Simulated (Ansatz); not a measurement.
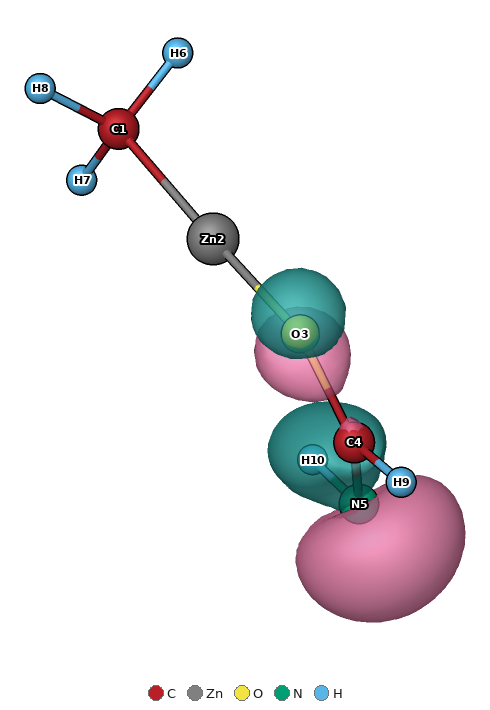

*C₂H₅NOZn (SMILES [CH3][Zn][O]C=N). The HOMO−1 at ±0.2 Å⁻³ᐟ² (teal and pink are the two phases), seen at an oblique angle.*

Geometry: PBE0-D4/def2-TZVP.

Level of theory: Ansatz, RKS PBE0-D4/def2-TZVPP.

```xyz
10

C    -1.7318   -1.3188   -0.7794
Zn   -0.1791   -0.6240    0.1039
O     1.3042   -0.0979    0.9989
C     1.8443    1.1081    0.9411
N     1.4928    2.1396    0.2949
H    -2.5937   -1.2938   -0.1103
H    -1.9613   -0.7221   -1.6640
H    -1.5627   -2.3509   -1.0915
H     2.7375    1.1833    1.5682
H     0.6498    1.9766   -0.2618
```

Where does this orbital lie, and at what energy?

Answer. It lies mainly on N5 (about 65 %), O3 (about 15 %), C4 (about 10 %) and H10 (about 5 %); largely a lone pair of N5. Its energy is −7.57 eV.
